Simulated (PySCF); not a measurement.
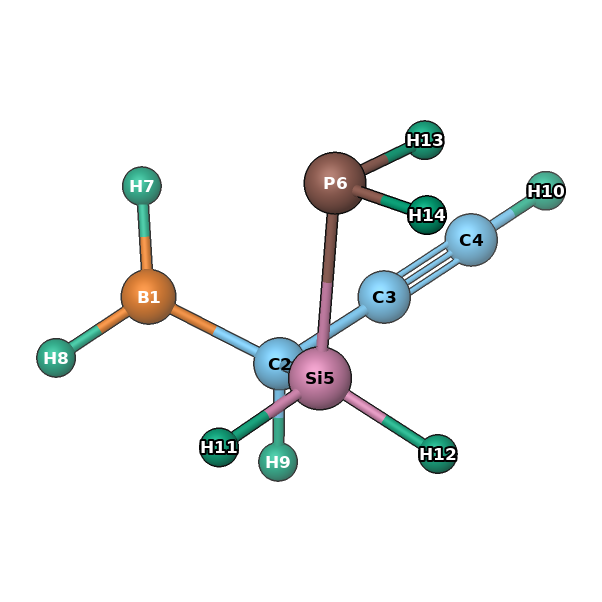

C2 lies behind Si5. The molecule seen a little off the Si5–C2 bond, Si5 in front. Atoms fade into the background with distance from the viewer. The geometry was computed by an optimisation with GFN2-xTB. No frequency run is at hand to confirm it as a minimum.

Q: What is the torsion angle P6–Si5–C2–C3? The sign is positive where the front bond must turn clockwise to cover the back bond.

A: 62°, synclinal (gauche). The bonds about Si5–C2 are staggered.
